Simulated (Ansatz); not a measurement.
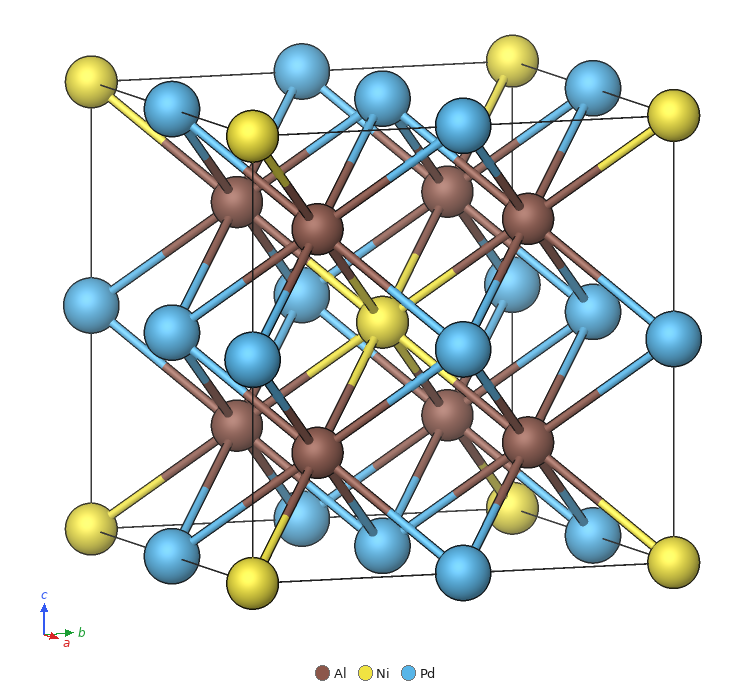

A ball-and-stick picture of a crystal structure, seen slightly off an axis. Lines trace the edges of the conventional unit cell.

Al₄NiPd₃, space group Im-3m (No. 229), a = 6.075 Å, b = 6.075 Å, c = 6.075 Å, α = 90.00°, β = 90.00°, γ = 90.00°. The structure comes from a structure type filled with these elements by a generator (whether the compound takes this form wasn't checked). Earlier steps of the study may have refined or changed the cell and positions. It went into a calculation with Ansatz.

This one geometry was computed with Ansatz (DFT, plane waves, PAW) at three levels of theory: PBE, r2SCAN and LDA.

> Which level gives the highest pressure at this volume, and what does that say about its equilibrium volume?

Highest: PBE (0.0 GPa), which points to the largest equilibrium volume. Lowest, with the smallest volume: LDA (-9.5 GPa). Levels within 0.5 GPa of each other can't be told apart.

> How does the band gap change with the level of theory?

All levels give a metal.

> Collect the results in a table.

| level | cutoff (eV) | k-mesh of the run's cell | gap (eV) | pressure (GPa) |
| --- | --- | --- | --- | --- |
| PBE | 420 | 10×10×10 | metal | 0.0 |
| r2SCAN | 500 | 10×10×10 | metal | -4.1 |
| LDA | 420 | 10×10×10 | metal | -9.5 |

Gaps are taken on the k-mesh or band path of each run.
